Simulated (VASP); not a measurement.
Band structure of HfC (rock salt). Level of theory: PBE GGA with D3 dispersion (Becke-Johnson damping), VASP's PBE PAW potentials (set 64) (plane waves; VASP).

Unless said otherwise, spin-orbit coupling is left out, though it shifts the bands of the heavy elements here.

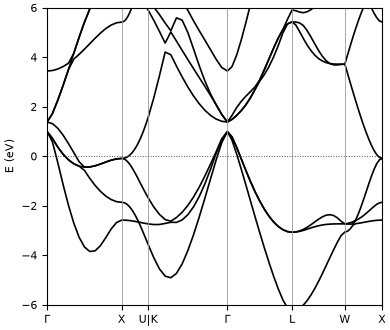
*Bands along high-symmetry lines, zero at the valence-band maximum or, without a gap, the Fermi level*

Read the plot: is there a gap, and where are the band edges?

It has no gap at this level: it comes out as a metal or semimetal. (Edges off the drawn lines would not show.)

The compound is HfC in the rock salt structure. It was relaxed first.
